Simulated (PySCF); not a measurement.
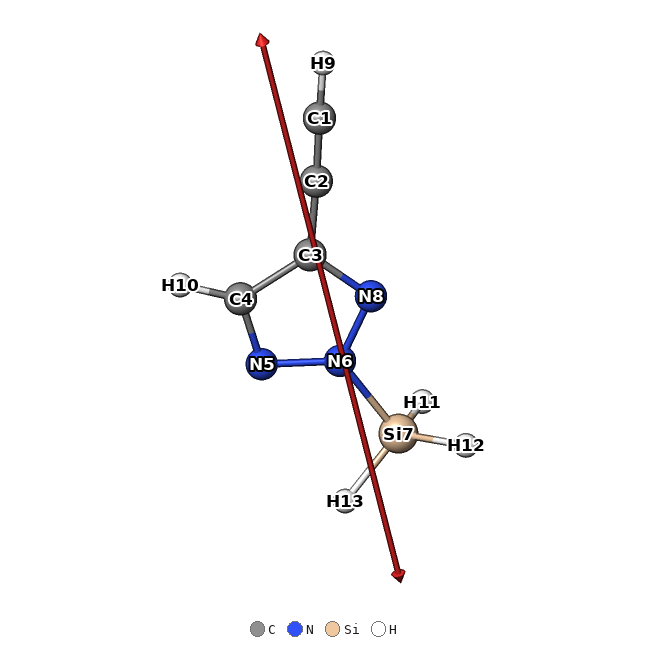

The double arrow shows the direction of the transition dipole to excited singlet state 1 (its length means nothing). The computed structure is the end point of a GFN2-xTB optimisation. No frequency run is at hand to confirm it as a minimum. Method: TDDFT CAM-B3LYP/def2-SVPD, vertical, gas phase, core orbitals frozen in the response (PySCF 2.14.0).

Question. How is the transition polarised?

Answer. Nearly parallel to the C4–N5 bond.

Question. Give its energy, strength and character.

Answer. 5.72 eV (217 nm), oscillator strength 0.34, mainly HOMO → LUMO (weight 0.86); transition dipole 3.99 D.

The geometry is semi-empirical. Around Si such bond lengths and angles can be off by a tenth of an ångström or more and by several degrees, and values that hang on the shape move with them.
